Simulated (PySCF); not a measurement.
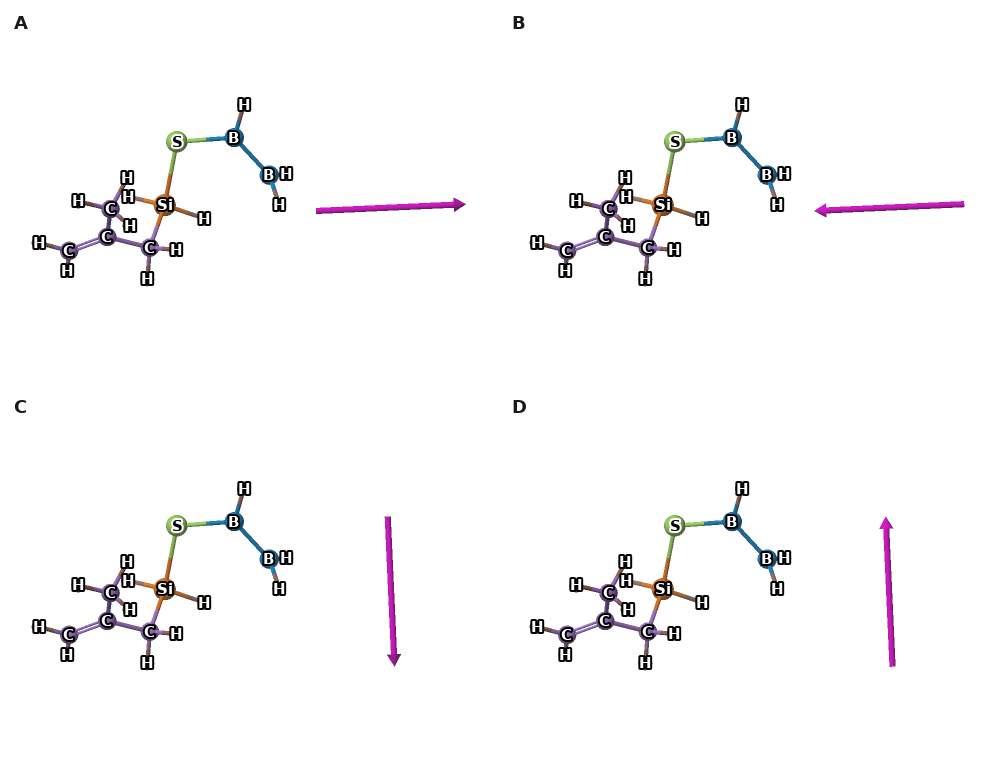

The same molecule four times, each with an arrow. Computed geometry: GFN2-xTB optimisation. No frequency run is at hand to confirm it as a minimum. Method: PBE0/pcSseg-1, gas phase (PySCF 2.14.0).

### Which arrow points along the dipole moment, from the negative to the positive end?

C. The dipole moment is 1.49 D.

The geometry is semi-empirical. Around B, Si such bond lengths and angles can be off by a tenth of an ångström or more and by several degrees, and values that hang on the shape move with them.
